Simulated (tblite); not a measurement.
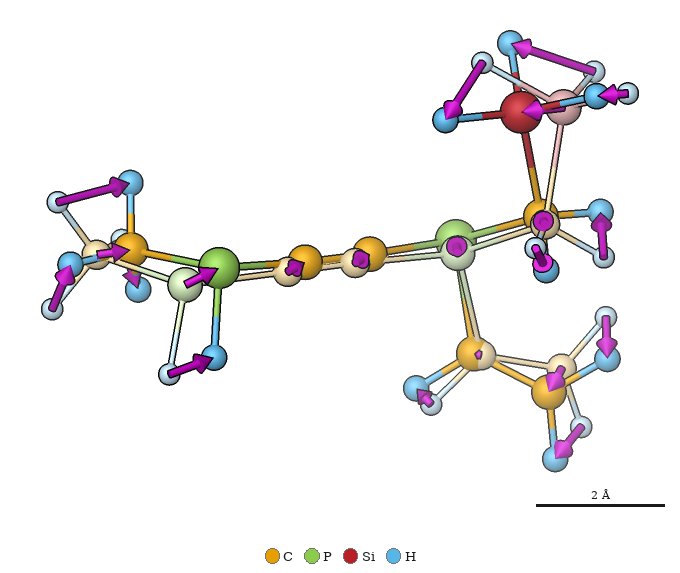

A relaxation of C6H12P2Si. The starting structure is drawn faded, the final one solid; purple arrows show the displacements, at their true length. The two geometries are superimposed by the best rigid fit.

Style: ball-and-stick. Shown at a tilt.

Method: GFN2-xTB geometry optimisation, gas phase in tblite 0.8.0. 

What happened in the run?

Answer. The energy falls by 148.0 kJ/mol in 190 geometry steps. The atom that moves furthest after the best rigid fit is an H atom (1.54 Å). By element the largest moves are H 1.54 Å, Si 0.78 Å, P 0.61 Å, C 0.57 Å. Near-neighbour distances that change, for instance: C–P 1.834 → 1.765 Å, H–P 1.473 → 1.407 Å, C–Si 1.859 → 1.906 Å, H–Si 1.495 → 1.466 Å. Bond angles that change, for instance: C–P–H 111.9° → 94.5°, C–P–C 112.3° → 98.7°, C–P–C 108.6° → 95.7°. Groups turn about C–P by about 40°, C–P by about 20°. Cost: 1.8 s on 1 thread of Arm Neoverse V2, on a shared host.
